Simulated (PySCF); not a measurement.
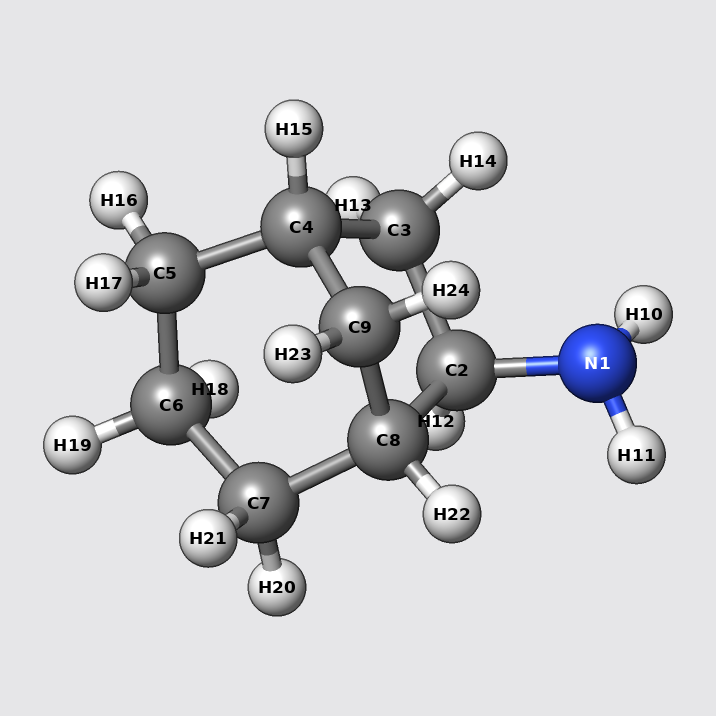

Every bond is drawn as one stick. The geometry was computed by an optimisation with GFN2-xTB. No frequency run is at hand to confirm it as a minimum. Computed with PBE0/pcSseg-1 (PySCF 2.14.0).

List the Mayer bond orders of N1–C2, C2–C3, C2–C8, C3–C4, C4–C5, C4–C9, C5–C6, C6–C7, C7–C8, C8–C9 (bonds between heavy atoms, one of each equivalent set).

```
 bond  Mayer order  length (Å)
N1–C2         1.00       1.458
C2–C3         0.98       1.544
C2–C8         0.96       1.540
C3–C4         1.01       1.534
C4–C5         1.01       1.531
C4–C9         0.99       1.526
C5–C6         1.04       1.528
C6–C7         1.03       1.529
C7–C8         1.02       1.530
C8–C9         0.98       1.526
```
